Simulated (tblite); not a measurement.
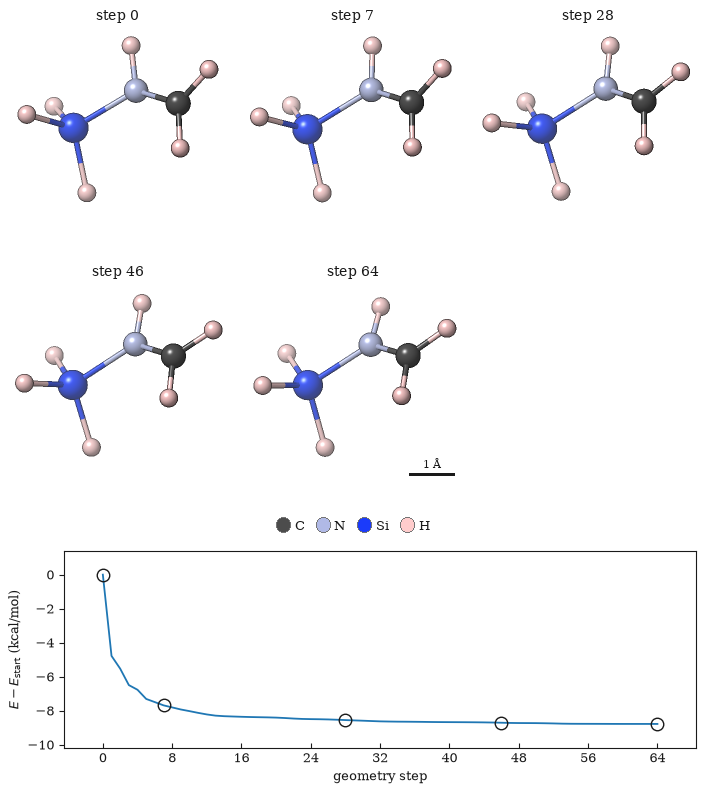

Frames of a relaxation of CH$_{6}$NSi (multiplicity 2), marked on the history of the run. A ball-and-stick model, seen from a free direction.

The calculation used GFN2-xTB geometry optimisation, gas phase (tblite 0.8.0). 

**Describe the path.**

The atom that moves furthest after the best rigid fit is an H atom (0.42 Å). By element the largest moves are H 0.42 Å, C 0.14 Å, N 0.09 Å, Si 0.05 Å. Near-neighbour distances that change, for instance: C–N 1.476 → 1.367 Å, N–Si 1.679 → 1.730 Å, C–H 1.092 → 1.069 Å, H–Si 1.481 → 1.460 Å. Bond angles that change, for instance: Si–N–H 110.7° → 119.4°, N–Si–H 107.7° → 102.8°, H–Si–H 110.9° → 108.0°. Over 64 geometry steps the energy falls by 8.78 kcal/mol. The run took 0.21 s on 1 thread of Arm Neoverse V1 (shared host). From step 0 to 7: an H atom moves most (0.15 Å), energy −7.68 kcal/mol. From step 7 to 28: an H atom moves most (0.15 Å), energy −0.87 kcal/mol. From step 28 to 46: an H atom moves most (0.20 Å), energy −0.16 kcal/mol. From step 46 to 64: an H atom moves most (0.14 Å), energy −0.07 kcal/mol.
